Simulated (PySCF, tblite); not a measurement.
**C3H11F2NSi3: geometry, infrared bands and NMR shifts**

What infrared bands and NMR shifts should C3H11F2NSi3 (`F[C@@H]1C[SiH2][Si@@](F)(N[SiH3])C1`) show?

Programs: tblite 0.8.0 and PySCF 2.14.0, with density-fitted response routines of our own. Each step states its level of theory. These are calculated values for one molecule in the gas phase, unless marked as measured. Atoms are numbered from 0 throughout.

### 1 Starting geometry

20 atoms, charge 0, multiplicity 1; geometry from: force field or distance geometry start.

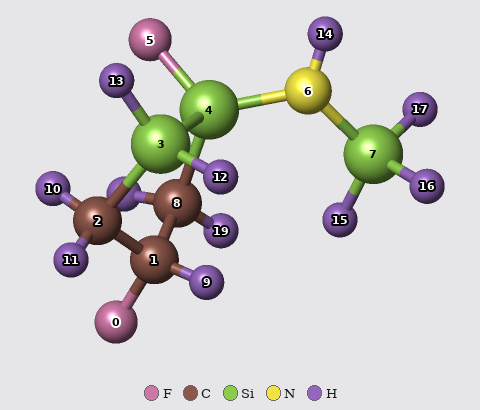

The starting geometry (fluorine pink, carbon brown, silicon green, nitrogen yellow, hydrogen purple), atoms numbered.

### 2 Geometry optimisation with GFN2-xTB

What the job is given:

```
{"job": {"kind": "relax", "xc": "GFN2-xTB", "basis": "xTB"}, "charge": 0, "multiplicity": 1}
F     -1.349700     0.966600    -2.556900
C     -0.982300     0.240900    -1.445400
C     -2.240800    -0.140700    -0.726000
Si    -1.566200    -1.203900     0.651000
Si     0.046300     0.310200     1.100600
F     -0.604400     1.348000     2.237900
N      1.583700    -0.373000     1.445700
Si     2.901500    -0.218800     0.324200
C     -0.149400     1.128800    -0.555000
H     -0.400500    -0.639000    -1.780200
H     -2.667300     0.767500    -0.233700
H     -2.976900    -0.671700    -1.347300
H     -1.009800    -2.458900     0.166200
H     -2.482700    -1.361400     1.765200
H      1.807500    -0.553200     2.428100
H      2.658800     0.577400    -0.851400
H      3.293000    -1.570300    -0.134900
H      4.045000     0.376600     1.029200
H     -0.700800     2.113600    -0.459500
H      0.789800     1.371800    -1.060800
```

Command:

```
$ OMP_NUM_THREADS=1 python probes_run.py task.json out
```

This one command runs all jobs of the session in turn.

Output:

```text
step      E/eV     max force
  0    -807.68864    1.970
  1    -807.85635    0.830
  2    -807.94947    0.668
  3    -808.02314    0.662
  4    -808.09363    0.557
  5    -808.12993    0.459
  6    -808.16458    0.440
  7    -808.19713    0.411
  8    -808.22850    0.423
  9    -808.25160    0.394
 10    -808.26865    0.275
 11    -808.28241    0.299
 12    -808.29331    0.247
 13    -808.30189    0.233
 14    -808.30886    0.215
 15    -808.31519    0.207
 16    -808.32153    0.214
 17    -808.32727    0.194
 18    -808.33196    0.217
 19    -808.33583    0.178
 20    -808.33948    0.143
 21    -808.34342    0.154
 22    -808.34790    0.178
 23    -808.35257    0.210
 24    -808.35660    0.155
 25    -808.35966    0.122
 26    -808.36237    0.143
 27    -808.36512    0.129
 28    -808.36749    0.116
 29    -808.36918    0.090
 30    -808.37051    0.088
 31    -808.37195    0.091
 32    -808.37367    0.099
 33    -808.37545    0.095
 34    -808.37697    0.089
 35    -808.37823    0.083
 36    -808.37938    0.078
 37    -808.38045    0.079
 38    -808.38134    0.074
 39    -808.38203    0.060
 40    -808.38265    0.063
 41    -808.38332    0.067
 42    -808.38412    0.058
 43    -808.38504    0.063
 44    -808.38597    0.064
 45    -808.38676    0.057
 46    -808.38733    0.047
 47    -808.38778    0.040
 48    -808.38821    0.046
 49    -808.38867    0.050
 50    -808.38916    0.062
 51    -808.38975    0.063
 52    -808.39047    0.059
 53    -808.39125    0.063
 54    -808.39197    0.063
 55    -808.39265    0.066
 56    -808.39345    0.072
 57    -808.39460    0.085
 58    -808.39617    0.107
 59    -808.39798    0.118
 60    -808.39979    0.086
 61    -808.40161    0.104
 62    -808.40399    0.115
 63    -808.40657    0.111
 64    -808.40926    0.116
 65    -808.41144    0.118
 66    -808.41354    0.104
 67    -808.41544    0.107
 68    -808.41757    0.094
 69    -808.41944    0.097
 70    -808.42192    0.140
 71    -808.42485    0.179
 72    -808.42858    0.196
 73    -808.43144    0.128
 74    -808.43342    0.103
 75    -808.43439    0.092
 76    -808.43552    0.103
 77    -808.43649    0.092
 78    -808.43733    0.068
 79    -808.43806    0.068
 80    -808.43852    0.057
 81    -808.43907    0.057
 82    -808.43958    0.053
 83    -808.44007    0.048
 84    -808.44049    0.052
 85    -808.44094    0.055
 86    -808.44149    0.057
 87    -808.44208    0.052
 88    -808.44251    0.043
 89    -808.44276    0.045
 90    -808.44297    0.032
 91    -808.44324    0.042
 92    -808.44353    0.045
 93    -808.44375    0.035
 94    -808.44389    0.025
 95    -808.44400    0.034
 96    -808.44414    0.030
 97    -808.44436    0.027
 98    -808.44451    0.028
 99    -808.44467    0.029
100    -808.44482    0.031
101    -808.44496    0.023
102    -808.44504    0.020
103    -808.44509    0.015
104    -808.44513    0.014
105    -808.44517    0.016
106    -808.44522    0.017
107    -808.44530    0.019
108    -808.44538    0.019
109    -808.44544    0.015
110    -808.44547    0.012
111    -808.44550    0.010
```

It took 1.2 s on 1 thread of Arm Neoverse V1, shared host; peak memory 0.18 GiB.

Step by step: (not every step is listed)

```
step  energy from step 0 (eV)  largest force (eV/Å)
   0                   0.0000                1.9696
   1                  -0.1677                0.8303
   2                  -0.2608                0.6680
   3                  -0.3345                0.6624
   4                  -0.4050                0.5568
   5                  -0.4413                0.4589
   6                  -0.4759                0.4399
   7                  -0.5085                0.4112
   8                  -0.5399                0.4228
  17                  -0.6386                0.1944
  26                  -0.6737                0.1427
  35                  -0.6896                0.0827
  44                  -0.6973                0.0643
  53                  -0.7026                0.0626
  62                  -0.7154                0.1149
  71                  -0.7362                0.1787
  80                  -0.7499                0.0570
  89                  -0.7541                0.0453
  98                  -0.7559                0.0283
 106                  -0.7566                0.0170
 107                  -0.7567                0.0191
 108                  -0.7567                0.0187
 109                  -0.7568                0.0145
 110                  -0.7568                0.0123
 111                  -0.7569                0.0102
```

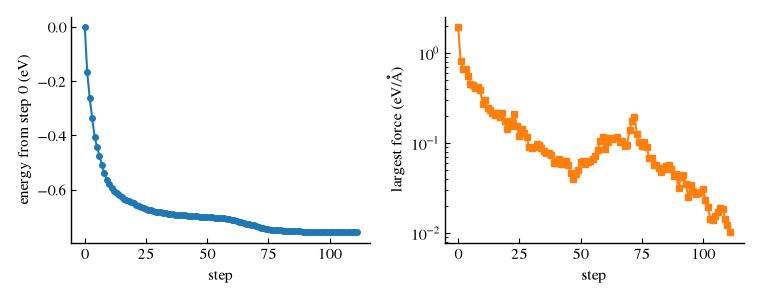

Energy and largest force along the relaxation.

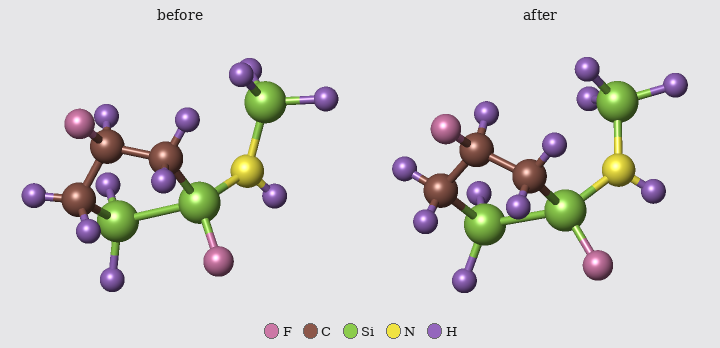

Before and after, at one scale.

Close pairs (by a distance rule), those that changed most:

```
   bond  before (Å)  after (Å)  change (Å)
 C2–Si3       1.866      1.917      +0.051
 Si4–C8       1.857      1.906      +0.049
Si3–Si4       2.257      2.304      +0.047
 Si4–F5       1.671      1.626      -0.046
 C8–H18       1.133      1.091      -0.041
  C1–C2       1.499      1.525      +0.026
 C2–H10       1.118      1.092      -0.025
Si7–H15       1.440      1.462      +0.022
```

The final coordinates are the input of the step that follows.

### 3 Vibrational analysis with GFN2-xTB

What the job is given:

```
{"job": {"kind": "ir", "xc": "GFN2-xTB", "basis": "xTB"}, "charge": 0, "multiplicity": 1}
F     -1.339325     1.183636    -2.513690
C     -0.892059     0.482221    -1.396902
C     -2.021141    -0.404173    -0.882190
Si    -1.465099    -1.242933     0.749062
Si     0.025163     0.452183     1.211916
F     -0.276706     1.354287     2.530394
N      1.721636     0.160457     1.346140
Si     2.809475    -0.587426     0.216429
C     -0.393190     1.465084    -0.347603
H     -0.060923    -0.135213    -1.764954
H     -2.891738     0.231636    -0.706251
H     -2.304854    -1.111242    -1.661637
H     -0.893999    -2.565283     0.456377
H     -2.639439    -1.457978     1.602837
H      2.088487     0.299894     2.273495
H      2.559975     0.008070    -1.095412
H      2.557565    -2.032992     0.156304
H      4.154293    -0.299490     0.710695
H     -1.191323     2.180349    -0.140897
H      0.448054     2.029590    -0.747150
```

Output:

```text
mode    cm-1     km/mol
  1      10.2      0.64
  2      45.6      0.92
  3      71.0      0.55
  4     111.2      1.08
  5     117.3      3.01
  6     145.4      6.11
  7     184.5     11.01
  8     191.9     25.36
  9     245.4      3.64
 10     279.9     56.85
 11     289.9     36.59
 12     332.0      3.68
 13     382.8     25.05
 14     399.8     25.08
 15     437.1      5.29
 16     449.6     22.74
 17     525.5     11.64
 18     575.4     64.22
 19     580.2      5.77
 20     626.2    304.31
 21     712.8     74.94
 22     741.1     77.90
 23     752.0      3.84
 24     756.6    160.32
 25     769.0    229.51
 26     778.5    186.21
 27     789.5    128.66
 28     802.1     96.59
 29     806.5    155.09
 30     817.5    432.83
 31     919.6     18.63
 32     975.3    206.35
 33     992.5    178.05
 34    1031.4     21.84
 35    1114.1     46.04
 36    1184.3    273.78
 37    1204.1      2.54
 38    1212.3      7.39
 39    1229.5     39.61
 40    1318.5     19.77
 41    1320.9     31.19
 42    1469.4      5.99
 43    1482.8      3.84
 44    2196.6    159.09
 45    2209.5    531.81
 46    2221.1    269.27
 47    2264.5    207.35
 48    2271.5    329.64
 49    2893.0     51.94
 50    2971.3     17.53
 51    2982.0     39.36
 52    2998.4     14.22
 53    3004.3     23.60
 54    3477.4      3.37
```

It took 1.1 s on 1 thread of Arm Neoverse V1, shared host; peak memory 0.18 GiB.

Which atoms move in the most intense modes:

```
cm⁻¹  km/mol                                   atoms
 626   304.3                      H12 39 %, H13 37 %
 769   229.5                       Si4 15 %, C8 12 %
 818   432.8  H16 26 %, H15 26 %, Si7 18 %, H17 15 %
1184   273.8                       H14 68 %, N6 27 %
2210   531.8                      H16 68 %, H12 27 %
2221   269.3                                H13 93 %
2264   207.3                                H15 93 %
2272   329.6                                H17 95 %
```

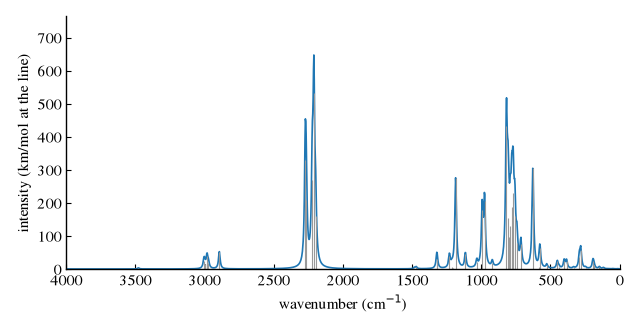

The infrared spectrum from these modes, unscaled. Lines are broadened to a width of 14 cm⁻¹ (Lorentzian).

### 4 Shielding tensors: PBE0/pcSseg-1

Same as in step 3 but for these lines:

```diff
@@ -1,2 +1,2 @@
-{"job": {"kind": "ir", "xc": "GFN2-xTB", "basis": "xTB"}, "charge": 0, "multiplicity": 1}
+{"job": {"kind": "nmr", "xc": "PBE0", "basis": "pcSseg-1"}, "charge": 0, "multiplicity": 1}
 F     -1.339325     1.183636    -2.513690
```

Method: GIAO PBE0/pcSseg-1 NMR shielding, non-relativistic, gas phase.

Output:

```text
coarse grid: 18184 points
cycle   1  E = -1242.9470482688  dE =  8.327e-01  |g| = 8.389e-01  |ddm| = 4.069e+00
cycle   2  E = -1242.8309235883  dE =  1.161e-01  |g| = 1.200e+00  |ddm| = 1.564e+00
cycle   3  E = -1243.0746064278  dE = -2.437e-01  |g| = 9.305e-02  |ddm| = 9.886e-01
cycle   4  E = -1243.0760628177  dE = -1.456e-03  |g| = 4.226e-02  |ddm| = 1.118e-01
cycle   5  E = -1243.0764812804  dE = -4.185e-04  |g| = 6.502e-03  |ddm| = 4.490e-02
cycle   6  E = -1243.0764906544  dE = -9.374e-06  |g| = 2.700e-03  |ddm| = 1.078e-02
final grid: 162696 points
cycle   7  E = -1243.1371753169  dE = -3.253e-05  |g| = 1.161e-02  |ddm| = 2.947e-02
cycle   8  E = -1243.1371419790  dE =  3.334e-05  |g| = 1.747e-02  |ddm| = 2.350e-02
cycle   9  E = -1243.1372037840  dE = -6.181e-05  |g| = 9.789e-04  |ddm| = 1.395e-02
cycle  10  E = -1243.1372039319  dE = -1.479e-07  |g| = 3.433e-04  |ddm| = 1.002e-03
cycle  11  E = -1243.1372039524  dE = -2.051e-08  |g| = 6.286e-05  |ddm| = 3.121e-04
cycle  12  E = -1243.1372039528  dE = -4.234e-10  |g| = 3.335e-05  |ddm| = 6.768e-05
cycle  13  E = -1243.1372039530  dE = -1.864e-10  |g| = 2.810e-06  |ddm| = 2.932e-05
converged SCF energy = -1243.1372039530

GIAO shielding tensors (ppm)
atom      isotropic    diamagn.    paramagn.     s11        s22        s33       span
  0 F      345.384     472.108    -126.725    326.983    339.477    369.692     42.710
  1 C       92.579     247.201    -154.622     46.605     78.059    153.073    106.467
  2 C      164.604     255.034     -90.430    142.997    160.560    190.255     47.258
  3 Si     434.585     882.023    -447.438    402.731    412.088    488.936     86.205
  4 Si     312.828     878.556    -565.727    265.989    327.404    345.093     79.104
  5 F      350.315     468.140    -117.825    301.253    352.472    397.221     95.968
  6 N      248.338     325.651     -77.312    210.144    249.484    285.387     75.243
  7 Si     410.478     879.853    -469.375    371.926    396.670    462.837     90.911
  8 C      153.855     258.418    -104.563    134.351    160.801    166.412     32.061
  9 H       26.694      33.439      -6.745     23.702     27.558     28.823      5.121
 10 H       30.406      31.155      -0.749     26.538     28.623     36.057      9.519
 11 H       29.764      30.339      -0.575     25.208     27.612     36.472     11.264
 12 H       27.872      30.249      -2.377     24.835     25.480     33.302      8.467
 13 H       27.769      29.413      -1.644     24.426     25.172     33.711      9.285
 14 H       31.611      29.882       1.728     22.381     29.015     43.436     21.055
 15 H       27.017      30.809      -3.792     23.150     26.942     30.958      7.808
 16 H       26.923      29.544      -2.621     23.143     25.308     32.317      9.174
 17 H       26.987      28.141      -1.154     23.374     24.910     32.678      9.304
 18 H       30.388      32.159      -1.771     27.051     29.041     35.071      8.021
 19 H       29.817      32.993      -3.176     26.682     28.329     34.440      7.759
```

Wall time 57 s (1 thread of Arm Neoverse V1, shared host); peak memory 1.1 GiB.

Shifts follow as δ = σ(reference) − σ, with reference shieldings (ppm) from runs at the same level and on the same kind of geometry: 1H TMS 31.72, 13C TMS 186.9, 29Si TMS 349.2, 19F CFCl3 170.9, 15N NH3 267.7. The references are single molecules in the gas phase, so shifts against H2O, NH3, PH3, H3PO4 or CFCl3 are not on the usual liquid scales and can be off by tens of ppm. Atoms listed in one row are averaged.

```
        atoms                                                  environment  σ (ppm)  δ (ppm)  δ scaled to CDCl3
           C1                                           sp3 CH bonded to F     92.6     94.3               90.2
           C8                                         sp3 CH2 bonded to Si    153.9     33.1               30.4
           C2                                         sp3 CH2 bonded to Si    164.6     22.3               19.9
           H9                            hydrogen on an sp3 CH bonded to F    26.69     5.02               4.84
H15, H16, H17                            hydrogen on a silicon bonded to N    26.98     4.74                  –
          H13  hydrogen on a silicon bonded to C, Si, in a 5-membered ring    27.77     3.95                  –
          H12  hydrogen on a silicon bonded to C, Si, in a 5-membered ring    27.87     3.84                  –
          H11                          hydrogen on an sp3 CH2 bonded to Si    29.76     1.95               1.95
          H19                          hydrogen on an sp3 CH2 bonded to Si    29.82     1.90               1.90
          H18                          hydrogen on an sp3 CH2 bonded to Si    30.39     1.33               1.36
          H10                          hydrogen on an sp3 CH2 bonded to Si    30.41     1.31               1.34
          H14                        hydrogen on a nitrogen bonded to 2 Si    31.61     0.11                  –
           F0                                    fluorine on an sp3 carbon    345.4   -174.4                  –
           F5                                        fluorine bonded to Si    350.3   -179.4                  –
          Si4          silicon bonded to C, F, N, Si, in a 5-membered ring    312.8     36.3                  –
          Si7                                     silicon bonded to N, 3 H    410.5    -61.3                  –
          Si3           silicon bonded to C, Si, 2 H, in a 5-membered ring    434.6    -85.4                  –
           N6                                   nitrogen bonded to 2 Si, H    248.3     19.4                  –
```

The scaled column applies a straight-line fit of computed shieldings to shifts measured in CDCl3, and one for carbons that bear F (root-mean-square error 0.16 ppm for H, 1.9 ppm for C).

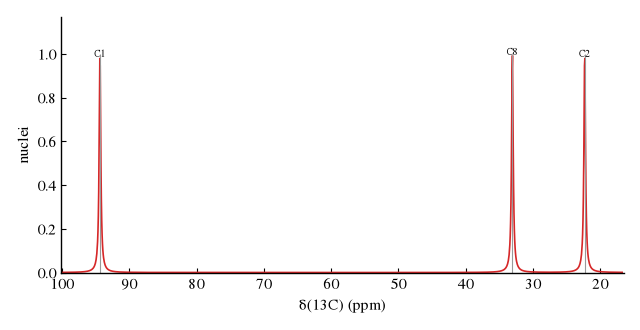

13C lines at the computed shifts, without couplings. Lines are broadened to a width of 0.29 ppm (Lorentzian).

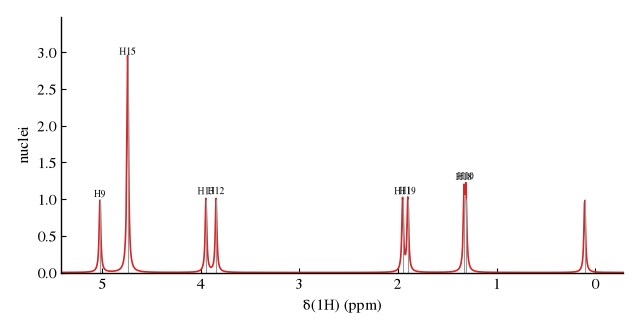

1H lines at the computed shifts, without couplings. Lines are broadened to a width of 0.02 ppm (Lorentzian).

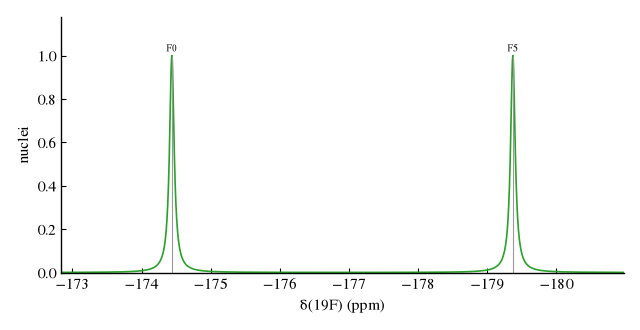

19F lines at the computed shifts, without couplings. Lines are broadened to a width of 0.08 ppm (Lorentzian).

Charges from the same density, by scheme (e):

```
atoms  Mulliken    IAO  Hirshfeld  ESP fit
   F0     -0.34  -0.34      -0.13    -0.31
   C1      0.14   0.19       0.06     0.37
   C2     -0.50  -0.54      -0.17    -0.36
  Si3      0.25   0.37       0.24     0.18
  Si4      1.03   1.19       0.41     0.62
   F5     -0.42  -0.53      -0.21    -0.32
   N6     -0.84  -0.95      -0.34    -0.79
  Si7      0.61   0.75       0.36     0.50
   C8     -0.53  -0.59      -0.18    -0.39
```

Hirshfeld charges:

F0 -0.13; C1 0.06; C2 -0.17; Si3 0.24; Si4 0.41; F5 -0.21; N6 -0.34; Si7 0.36; C8 -0.18; H9 0.03; H10 0.04; H11 0.04; H12 -0.07; H13 -0.07; H14 0.12; H15 -0.07; H16 -0.09; H17 -0.07; H18 0.05; H19 0.04

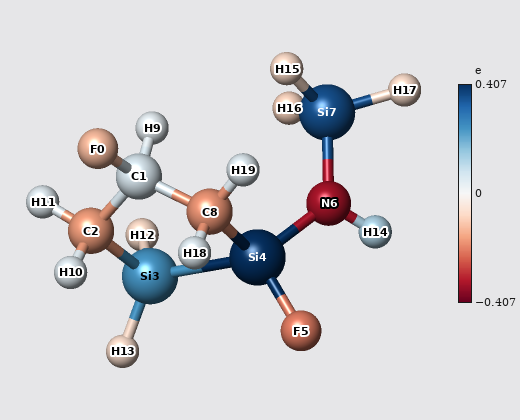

Hirshfeld charges, as colours on the atoms.

Mayer bond orders: F0–C1 0.87, C1–C2 1.01, C2–Si3 0.89, Si3–Si4 0.91, Si4–F5 0.92, Si4–N6 0.94, N6–Si7 0.95, Si4–C8 0.85, C8–C1 1.02.

Ring of atoms C1, C2, Si3, Si4, C8: NICS(0) -4.0, NICS(1) -3.3, NICS(1)zz 0.5 ppm (means of both faces).

### 5 Outcome

| quantity | value |
| --- | --- |
| strongest single infrared mode (GFN2-xTB) | 2210 cm⁻¹, 532 km/mol |
| zero-point energy (GFN2-xTB) | 83.9 kcal/mol |
| 13C shifts against TMS (PBE0/pcSseg-1) | 94.3, 33.1, 22.3 ppm |
| 1H shifts against TMS (PBE0/pcSseg-1, means over atoms taken as alike) | 5.02, 4.74, 3.95, 3.84, 1.95, 1.90, 1.33, 1.31, 0.11 ppm |
| 19F shifts against CFCl3 (PBE0/pcSseg-1) | -174.4, -179.4 ppm |
| 29Si shifts against TMS (PBE0/pcSseg-1) | 36.3, -61.3, -85.4 ppm |
| 15N shifts against NH3 (PBE0/pcSseg-1) | 19.4 ppm |

What this shows: Relaxing lowered the energy by 0.757 eV in 111 steps; the close pair that moved most is C2–Si3, from 1.866 to 1.917 Å. No mode is imaginary among the 54: a minimum at this level. The strongest single mode, at 2210 cm⁻¹, moves mainly H16. Unscaled tight-binding wavenumbers are off by several per cent, some by more. Its intensities can rank the bands wrongly. C1 (sp3 CH bonded to F) lies farthest downfield among carbon, at 94.3 ppm; deshielded by the electronegative neighbour. H9 (hydrogen on an sp3 CH bonded to F) lies farthest downfield among hydrogen, at 5.02 ppm; its carbon carries F, an electronegative neighbour. At PBE0/pcSseg-1: The largest span, 106 ppm, is at C1, where the paramagnetic term is -155 ppm.
